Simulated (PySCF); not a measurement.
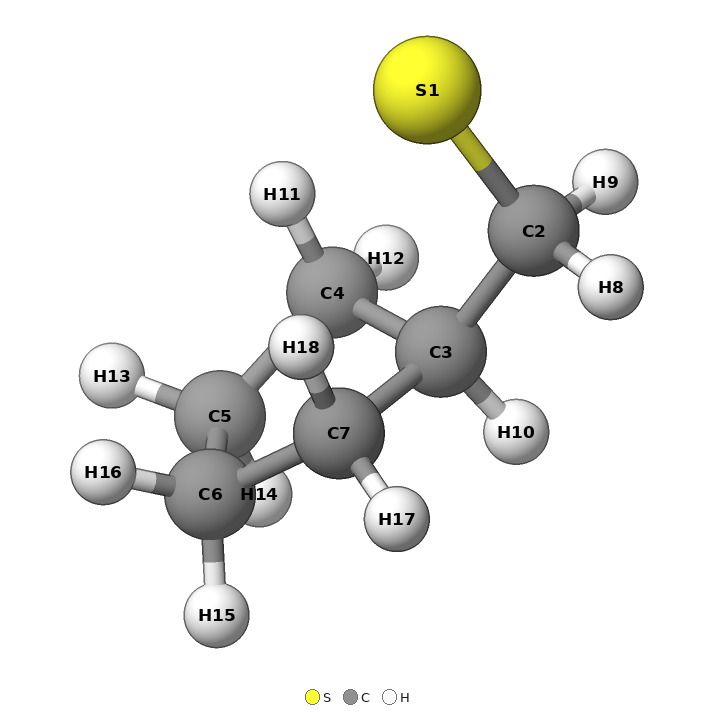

The species has charge −1 and is a spin singlet. The computed structure is the end point of a PBE0-D3(BJ)/def2-SVP optimisation. No frequency run is at hand to confirm it as a minimum. Electric field gradients from the ground-state density, PBE0/pcSseg-1 (PySCF 2.14.0), non-relativistic apart from any core potentials.

Give the largest field-gradient component, the quadrupole coupling constant and the asymmetry for 33S at S1 (Q = −67.81 mb), 2H at H8 (Q = 2.86 mb), 2H at H9 (Q = 2.86 mb), 2H at H10 (Q = 2.86 mb), 2H at H11 (Q = 2.86 mb).

```
atom  V_zz (a.u.)  e²qQ/h (MHz)     η
  S1        2.882         −45.9  0.11
  H8        0.283         0.190  0.02
  H9        0.284         0.191  0.02
 H10        0.279         0.187  0.00
 H11        0.263         0.177  0.04
```
